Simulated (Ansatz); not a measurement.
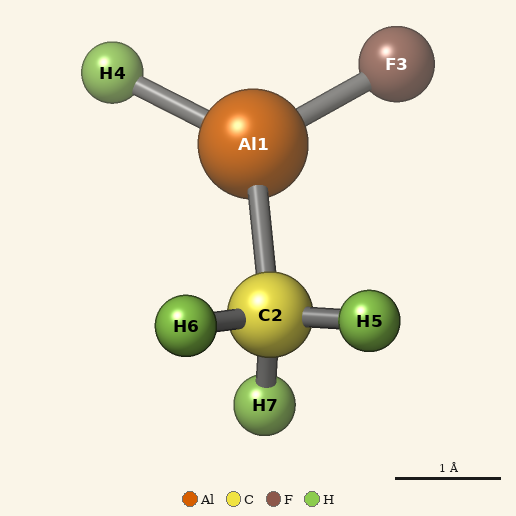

Orthographic view. Atoms fade into the background with distance from the viewer. The computed structure is the end point of a PBE0-D4/def2-TZVP optimisation. No frequency run is at hand to confirm it as a minimum.

Give the geometry as a Z-matrix, atoms in numerical order, with these reference atoms: 2 to 1; 3 to 1, 2; 4 to 1, 3, 2; 5 to 2, 1, 4; 6 to 2, 5, 1; 7 to 2, 5, 6.

```
Al 
C    1   1.938
F    1   1.654   2   118.6
H    1   1.580   3   115.5   2  -179.3
H    2   1.093   1   112.1   4  -155.9
H    2   1.094   5   108.6   1  -123.8
H    2   1.096   5   107.2   6  -115.1
```
